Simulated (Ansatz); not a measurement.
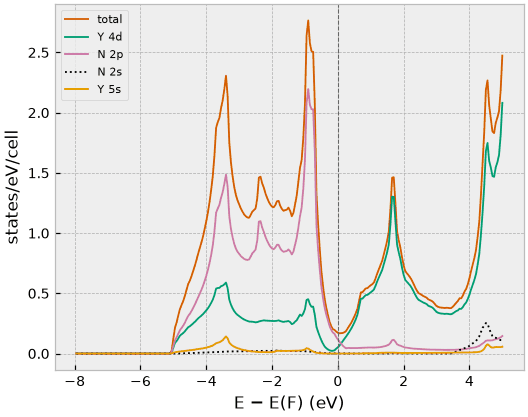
Figure: Total and projected density of states of YN (CsCl type, Pm-3m), the program Ansatz at the r²SCAN level (PAW)

**Question.** Which orbitals carry the states next to the Fermi level?

**Answer.** Within 0.5 eV of the Fermi level: N 2p 62 %, Y 4d 36 %. Projections are on Löwdin-orthogonalised atomic valence shells; empty p or d shells of many metals are not among them.

**Question.** Where is the tallest occupied peak in this window, and what makes it?

**Answer.** Near -0.9 eV, about 2.8 states/eV per cell; the largest projected share is N 2p.

The start of the workflow was typed in or built on a structure type; neither database checked (COD, Materials Project) lists it. COD files the formula under space group No. 225, so this cell is another polymorph or a model. Its standing as an ambient phase is unchecked. The cell was relaxed with r²SCAN under the symmetry of its start; whether a distortion lowers the energy is not shown. The run is not spin-polarised. Spin–orbit coupling is left out wherever it is not named.

Potentials: the earlier of the program's two PAW sets.
